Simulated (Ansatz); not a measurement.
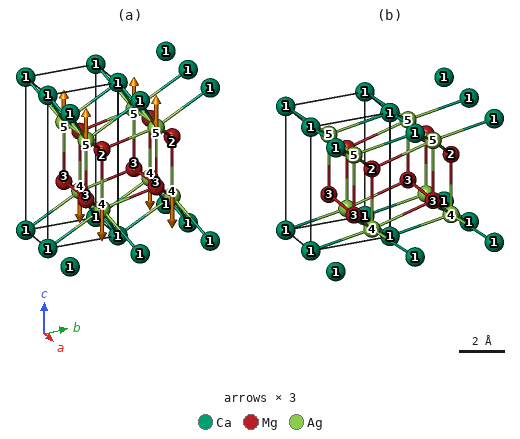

The structure of crystalline CaMg$_{2}$Ag$_{2}$ (a generated structure, set up in P-3m1) before (left) and after (right) a relaxation, at one scale. The orange arrows give the displacements (the part carried along by the change of the cell is left out), 3 times their true length.

A ball-and-stick model of the cell of the calculation, repeated 2 × 2 × 1 with one cell outlined, seen slightly off an axis.

Method: DFT, PAW plane waves, r2SCAN in Ansatz 0.2.0. (plane-wave cutoff 500 eV; k-point mesh 5 × 5 × 3; occupations gaussian; smearing width 0.1264 eV; no spin polarisation; cell and atoms relaxed; at most 40 steps)

Q: Describe what moved and what it gained.

A: The largest moves relative to the cell, 0.50 Å, are those of Ag4 and Ag5. Ag5 goes along +c. By element the largest moves are Ag 0.50 Å, Mg 0.05 Å. Ca stays in place. The volume changes by +3.2 %, with a = b 4.348 → 4.912 Å (+13.0 %), c 7.043 → 5.692 Å (−19.2 %). Among the contacts that change: Mg2–Ag4 4.304 → 2.929 Å, Mg2–Ag5 2.669 → 3.072 Å, Ca1–Ag4 3.031 → 2.967 Å, Mg2–Ag4 (another image) 2.738 → 2.764 Å. New bonds form: Mg2–Ag4 (4.30 → 2.93 Å), Mg3–Ag5 (4.30 → 2.93 Å). Among the angles between lasting bonds that change: Ag4–Ca1–Ag5 88.4° → 68.3°, Ag4–Ca1–Ag4 91.6° → 111.7°, Ag5–Mg2–Ag5 109.1° → 106.1°. The space group stays P-3m1 (No. 164). After 10 accepted moves (11 points after the start) the energy has fallen by 128 meV per atom. Largest force component: 0.18 eV/Å at the start, 0.0026 eV/Å at the end. Pressure: 4.29 GPa at the start and 0.03 GPa at the end. The SCF was repeated once at an unchanged geometry on a basis and grid sized afresh for the cell, which shifted the energy by 1.1 meV per atom at most. The run took about 60 core-seconds on a shared host.
